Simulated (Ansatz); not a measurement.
# ClGaH2: the cost of one run

The runs use Ansatz 0.2.0, Gaussian basis; single points in def2-TZVPP.

Cores are frozen in the correlated methods. Filled d shells of the heavier atoms are correlated.

### Step 1. The system as given

SMILES `[Cl][GaH2]`, 4 atoms, charge 0, spin multiplicity 1.

Atoms are counted from 1 here; the program's logs count them from 0.

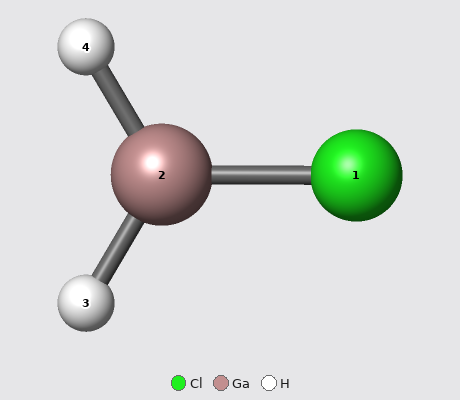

As it starts; chlorine green, gallium pink, hydrogen white; atoms are numbered from 1 in the order of the file.

Coordinates:

```
atom     x (Å)     y (Å)     z (Å)
 Cl1  -1.69590   0.50550  -0.75670
 Ga2   0.10970  -0.04180   0.04530
  H3   0.62580  -1.52390  -0.09600
  H4   1.00080   1.00440   0.79920
```

### Step 2. CCSD(T)/def2-TZVPP

run/in.yaml

```yaml
crystal:
  periodic: [false, false, false]
  atoms:
    - {symbol: Cl, position_ang: [-1.695900, 0.505500, -0.756700]}
    - {symbol: Ga, position_ang: [0.109700, -0.041800, 0.045300]}
    - {symbol: H, position_ang: [0.625800, -1.523900, -0.096000]}
    - {symbol: H, position_ang: [1.000800, 1.004400, 0.799200]}
basis:
  gaussian: {orbitals: def2-TZVPP}
correlation: {method: ccsd_t}
output: {forces: true}
```

Started as:

```bash
$ ansatz run in.yaml --threads 4 --pin off --events-out ev --progress --plain --max-ram 5222MiB
```

**Question.** How long does this run take on 4 threads of Intel Xeon Platinum 8259CL at 2.50GHz, shared host, and how much memory does it need?

About 20 s, with a peak of 0.75 GiB.
